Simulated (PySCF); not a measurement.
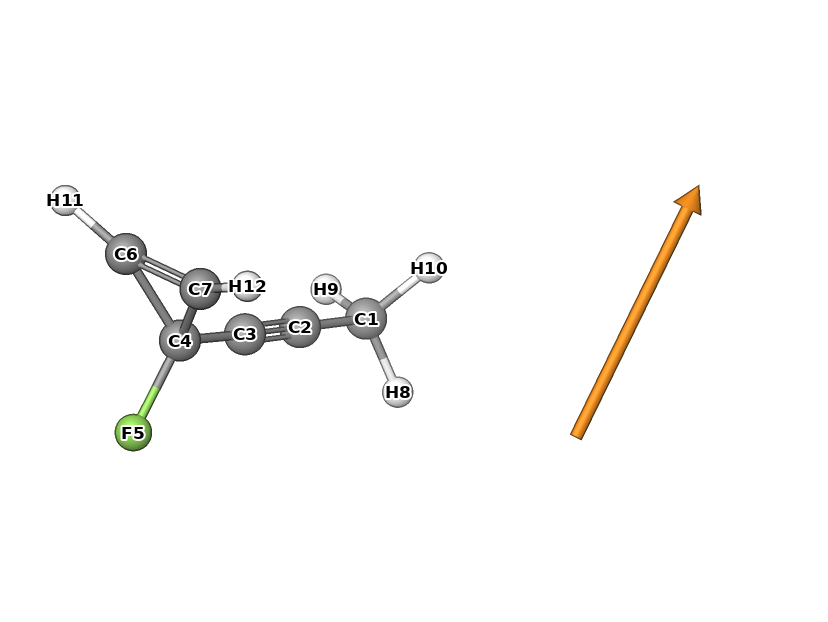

The arrow beside the molecule shows the direction of the dipole moment, from the negative to the positive end (its length means nothing). Computed geometry: PBE0-D3(BJ)/def2-SVP optimisation. No frequency run is at hand to confirm it as a minimum. Method: PBE0/IGLO-III, gas phase (PySCF 2.14.0).

Question: How large is the dipole moment?

Answer: 2.48 D; it points from the side of F5 to the side of H10 (the outermost atoms at the two ends).
